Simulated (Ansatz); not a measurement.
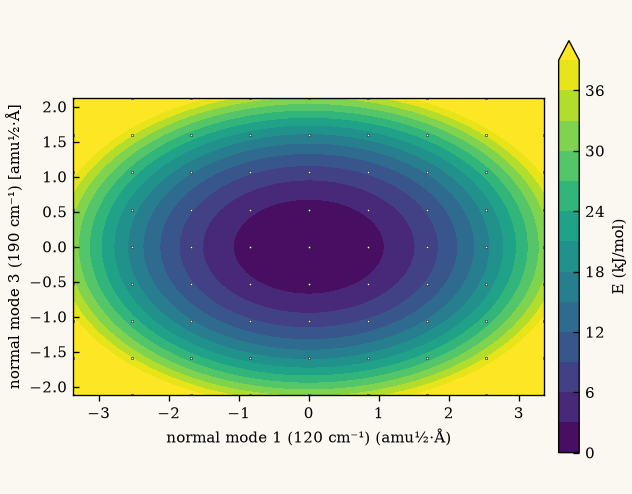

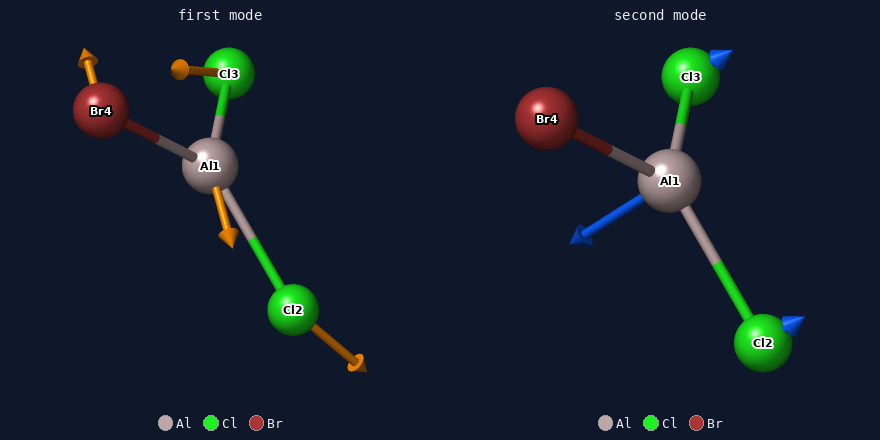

Energy landscape of AlCl2Br. 
- First axis: normal mode 1 (120 cm⁻¹). Second axis: normal mode 3 (190 cm⁻¹).
- Nothing is relaxed (straight displacements along the two mass-weighted modes).
- The scan uses a 9 × 9 grid; 25 points were computed and 56 follow by symmetry.
- All energies are given in kJ/mol relative to the lowest grid point.
- Method: Ansatz 0.2.0, RKS B3LYP-D4/def2-TZVP.

Drawn: filled contours, dots at the grid points, one colour for all values above the top of the scale. Between grid points the surface is interpolated. The second picture is the structure at the lowest point

Question: What does the map say about the system?

Answer: The lowest grid point is at normal mode 1 (120 cm⁻¹) = 0.00 amu½·Å, normal mode 3 (190 cm⁻¹) = 0.00 amu½·Å. It is the only kind of minimum in the scanned range. The highest grid point, normal mode 1 (120 cm⁻¹) = −3.37 amu½·Å, normal mode 3 (190 cm⁻¹) = −2.12 amu½·Å, lies 67.8 kJ/mol above the lowest.

The values on the grid:

```csv
"normal mode 3 (190 cm⁻¹) ↓, normal mode 1 (120 cm⁻¹) →",−3.37,−2.52,−1.68,−0.84,0.00,0.84,1.68,2.52,3.37
2.12,67.8,51.9,40.9,34.6,32.5,34.6,40.9,51.9,67.8
1.59,51.3,36.0,25.5,19.4,17.5,19.4,25.5,36.0,51.3
1.06,40.1,25.2,15.2,9.4,7.5,9.4,15.2,25.2,40.1
0.53,33.6,19.1,9.3,3.7,1.8,3.7,9.3,19.1,33.6
0.00,31.5,17.1,7.4,1.8,0.0,1.8,7.4,17.1,31.5
−0.53,33.6,19.1,9.3,3.7,1.8,3.7,9.3,19.1,33.6
−1.06,40.1,25.2,15.2,9.4,7.5,9.4,15.2,25.2,40.1
−1.59,51.3,36.0,25.5,19.4,17.5,19.4,25.5,36.0,51.3
−2.12,67.8,51.9,40.9,34.6,32.5,34.6,40.9,51.9,67.8
```

Time for the 25 points that were run: 7 min on 1 thread of Arm Neoverse V1 (shared host).
